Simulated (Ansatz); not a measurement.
**Fields on a plane of MnSi (FeSi type, space group P2_13)**

```xyz
8
Lattice="4.5603 0.0000 0.0000 0.0000 4.5603 0.0000 0.0000 0.0000 4.5603" Properties=species:S:1:pos:R:3 pbc="T T T"
Mn     0.6343     0.6343     0.6343
Mn     2.9144     1.6458     3.9260
Mn     3.9260     2.9144     1.6458
Mn     1.6458     3.9260     2.9144
Si     3.8546     3.8546     3.8546
Si     1.5745     2.9858     0.7057
Si     0.7057     1.5745     2.9858
Si     2.9858     0.7057     1.5745
```

The slice is a {100} plane (indices of the conventional cell) through the point (0.655, 0.155, 0.345) (fractional), spanned by u = [100] and v = [010] in vectors of this cell: u (4.56 Å) and v (4.56 Å, at 90° to u). It covers one period; positions are fractions (u, v).

Atoms on it: Mn at (0.21, 0.48), 0.1 Å off the plane; Si at (0.00, 0.00). Other atoms lie within 1 Å of the plane.

Computed with r2SCAN (plane waves to 500 eV, PAW, scalar-relativistic; Ansatz, a first-principles code). k mesh 10×10×10. Inside the PAW spheres the values are not all-electron values, and peaks at nuclei hang on which shells count as valence. MnSi was relaxed with its symmetry unable to fall. Relaxed MnSi ends ferromagnetic. The PAW data are Ansatz's earlier set. Other magnetic orders were not checked, so this need not be the ground state.

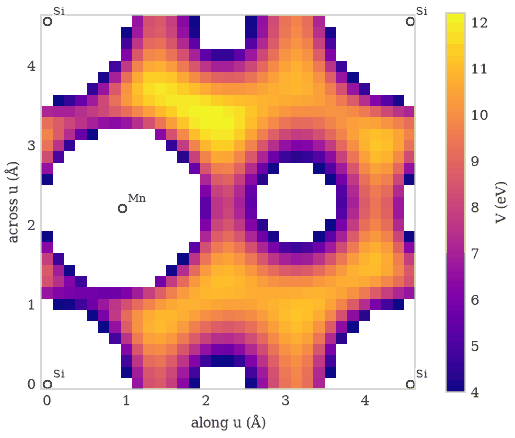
Figure: Electrostatic potential energy of an electron, from the cell's mean, in eV, one period of the plane, atoms marked. Points within 1 Å of a nucleus are left white, as the pseudised field means little there. Values under 4 eV are set to 4. The zero, the cell's mean, hangs on the PAW cores.

```
|xxxx4688752100000001246789985xxx|
|xxx467887531000000012467899864xx|
|xx46799976421000001134678999754x|
|55689999865311000112345778998755|
|77899999875432111223445677888877|
|89999998766543333344455566788988|
|99998876655554444555555556678899|
|88876544334455566666655555677888|
|76542111112345667777766556667777|
|54210000000124677888776666777776|
|32000111100013578898887777777765|
|20012344321001478999988888888764|
|10135677653100368999988899998863|
|00257xxxxx5200257899988899999862|
|0136xxxxxx6300147899888899999852|
|0137xxxxxxx410136888887889999741|
|0037xxxxxxx410136888877788998741|
|0036xxxxxx7310146788776677887631|
|00147xxxxx5200246787766566776531|
|00025677653101356777665445555431|
|10012333321012467776654333444432|
|21000010000024567776543222333443|
|54210000000235677765432212233445|
|66543210112356777654322111234566|
|78876543334566776654321112234567|
|78888776555566665543221122345667|
|67889887655555544433222223455555|
|45678988765433322222222345554433|
|xx46788875432111111122345665432x|
|xxx467887532100000112345677642xx|
|xxxx4688653100000001235688864xxx|
|xxxx4677652100000001235789875xxx|
```
Scale: ten equal steps from 0.08 (start of '0') to 0.78 (end of '9'), in the order '0123456789'. Values: ELF of the down spins. The map has 32 points along u (one character each, u = 0 at the left) and 32 along v (v = 0 in the bottom row). Points within 0.5 Å of a nucleus are blanked (x), as the pseudised field means little there.
